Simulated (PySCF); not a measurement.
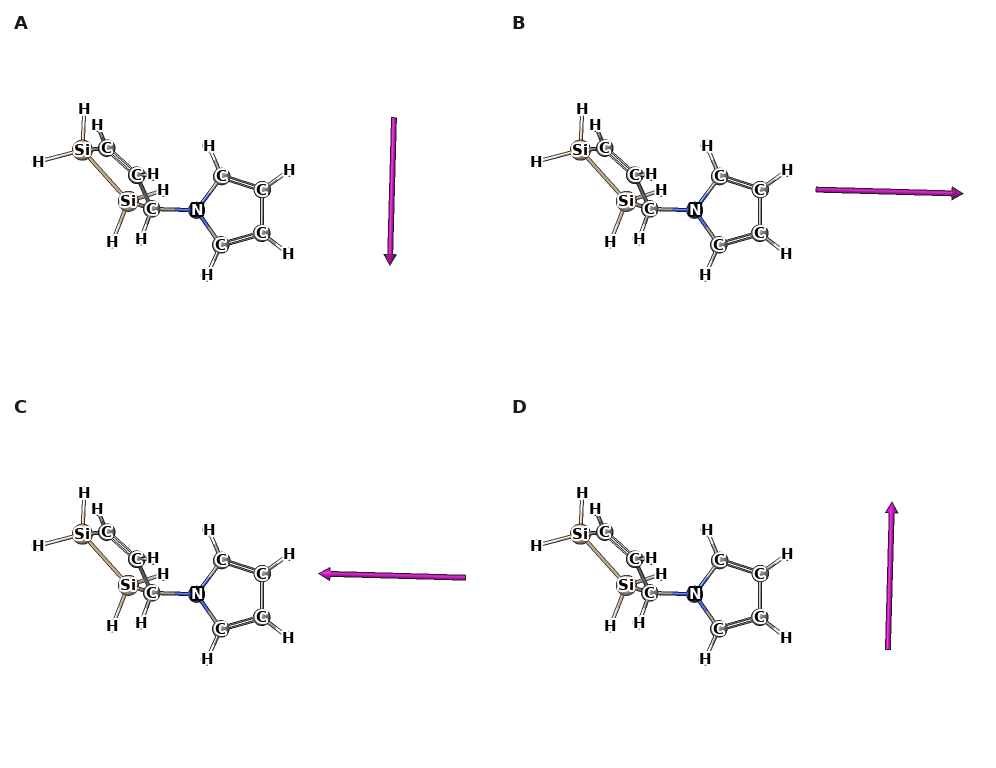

The same molecule four times, each with an arrow. The geometry was computed by an optimisation with GFN2-xTB. No frequency run is at hand to confirm it as a minimum. Method: PBE0/pcSseg-1, gas phase (PySCF 2.14.0).

### Which arrow points along the dipole moment, from the negative to the positive end?

C. The dipole moment is 1.85 D.

The geometry is semi-empirical. Around Si such bond lengths and angles can be off by a tenth of an ångström or more and by several degrees, and values that hang on the shape move with them.
